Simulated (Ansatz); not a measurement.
# GaH₄+ (singlet): B3LYP, r2SCAN0 over a scan of the distance H3–H5, cc-pVDZ

Aim: run GaH₄+ (singlet) with these functionals over a scan of the distance H3–H5, and hold them against the top wave-function level at the same points.

Method: cc-pVDZ, all electrons in the functionals; program: Ansatz 0.2.0, Gaussian basis.

Plan: B3LYP, r2SCAN0, at 0.620 Å; 0.687 Å; 0.765 Å; 0.841 Å; 0.911 Å; 1.035 Å; 1.227 Å; 1.446 Å; 1.662 Å; 2.057 Å; 2.615 Å.

45 further runs of the same task are left out: 24 for a known fault of the program, 16 that didn't finish, 5 set aside as unsound or not needed.

### 1 The system

The geometry derives from a PBE0/def2-TZVP stationary point (not a proven minimum). One bond is set to the value named and the two fragments are kept rigid. No spin-orbit coupling is included. The filled d shell of Ga may be among the frozen orbitals whatever the setting's name suggests; the logs give the count.

5 atoms, charge 1, spin multiplicity 1.

Atoms are counted from 1 here; the program's logs count them from 0.

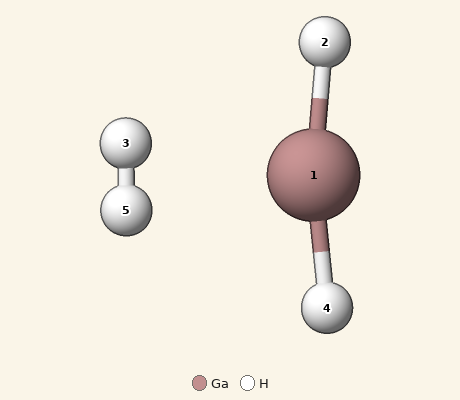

The structure; gallium pink, hydrogen white; atoms are numbered from 1 in the order of the file.

No dispersion term is added. B3LYP takes the VWN-RPA correlation.

The geometry shown and the zero of energy belong to the point 0.765 Å. The yardstick, FCI, and other wave-function levels (R restricted, U unrestricted, valence and pair active spaces) come from earlier runs.

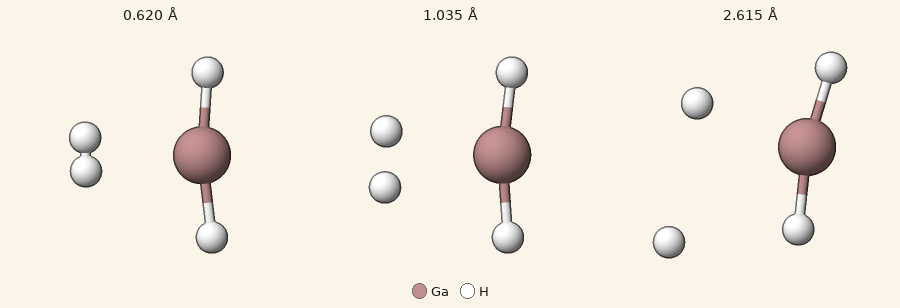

Three points of the scan; sticks are drawn by distance.

### 2 B3LYP, 0.620 Å

Contents of in.yaml:

```yaml
crystal:
  periodic: [false, false, false]
  atoms:
    - {symbol: Ga, position_ang: [0.000000, -0.001982, -0.055194]}
    - {symbol: H, position_ang: [0.000000, 1.518691, -0.197915]}
    - {symbol: H, position_ang: [0.000000, 0.380540, 2.106890]}
    - {symbol: H, position_ang: [0.000000, -1.522655, -0.197915]}
    - {symbol: H, position_ang: [0.000000, -0.239460, 2.106890]}
basis:
  gaussian: {orbitals: cc-pVDZ}
total_charge: 1
hamiltonian: {xc: {name: B3LYP}}
```

Run with:

```console
$ ansatz run in.yaml --threads 1 --pin off --events-out ev --progress --plain --max-ram 2393MiB
```

After this run come: B3LYP, 0.687 Å; B3LYP, 0.765 Å; B3LYP, 0.841 Å; B3LYP, 0.911 Å; B3LYP, 1.035 Å; B3LYP, 1.227 Å; B3LYP, 1.446 Å; B3LYP, 1.662 Å; B3LYP, 2.057 Å; B3LYP, 2.615 Å; r2SCAN0, 0.620 Å; r2SCAN0, 0.687 Å; r2SCAN0, 0.765 Å; r2SCAN0, 0.841 Å; r2SCAN0, 0.911 Å; r2SCAN0, 1.035 Å; r2SCAN0, 1.227 Å; r2SCAN0, 1.446 Å; r2SCAN0, 1.662 Å; r2SCAN0, 2.057 Å; r2SCAN0, 2.615 Å.

**Question.** What will the summary of the whole plan be? Wanted: span of the FCI curve; largest miss, B3LYP; largest miss, r2SCAN0.

As calculated:

| quantity | value |
| --- | --- |
| span of the FCI curve | 436.7 kJ/mol |
| largest miss, B3LYP | +9.3 kJ/mol (1.662 Å) |
| largest miss, r2SCAN0 | +15.7 kJ/mol (1.662 Å) |

Of the functionals, B3LYP keep the smallest largest miss at the points compared (at most 9.3 kJ/mol) and r2SCAN0 strays most (15.7 kJ/mol, at 1.662 Å). B3LYP, r2SCAN0 clearly break the spin symmetry at some points (⟨S²⟩ up to 0.91 above the pure value), so energy there is bought with a mixed spin. Functionals and the yardstick converge differently with the basis, so part of each miss in cc-pVDZ is the basis.
